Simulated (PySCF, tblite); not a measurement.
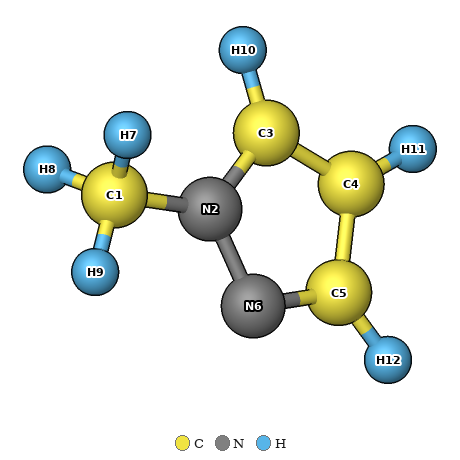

C₄H₆N₂, SMILES Cn1cccn1. Simulated ¹H spectrum at 500 MHz, line width 0.6 Hz, from GIAO shifts (PBE0/pcSseg-1, against TMS) and couplings (B3LYP/pcJ-1), PySCF 2.14.0, at a GFN2-xTB geometry (a minimum by its frequencies). Gas phase, values of one conformer, averaged over methyl-type rotors and exact or near symmetry; couplings among ¹H are treated exactly, other nuclei are left out. The spin-dipole term of J is left out for all pairs. The upper panels enlarge each group of lines, each scaled alone.

### Give the shifts and couplings that make up the spectrum.

```csv
δ (ppm),nuclei,atoms
7.46,1,H12
7.39,1,H10
6.46,1,H11
4.06,3,"H7, H8, H9"
```

The order of signals that lie close, as those under 0.08 ppm apart, is within the error of the method.


```
   pair  J (Hz)
H10–H11     2.8
H12–H11     2.3
```

Not listed: couplings under 0.5 Hz, those between magnetically equivalent nuclei.

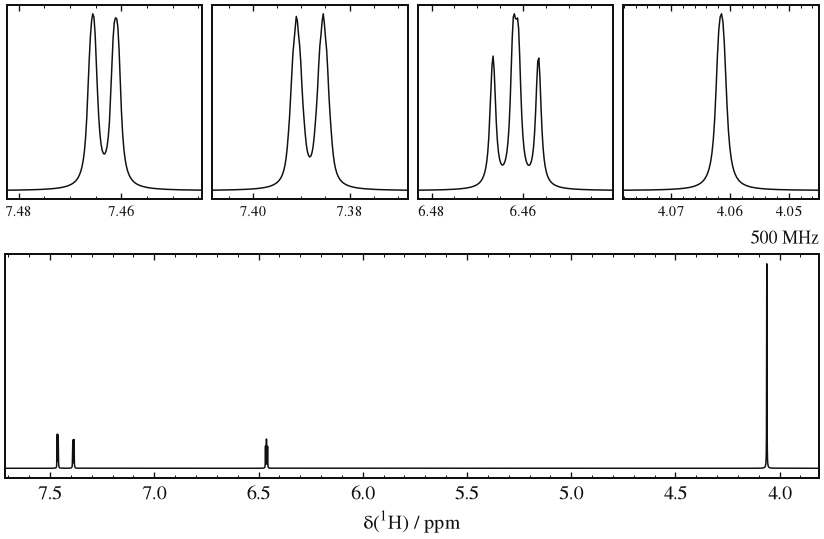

Caveats, for all or some of the runs: the tight-binding geometry is rougher than a DFT one and adds to the error.
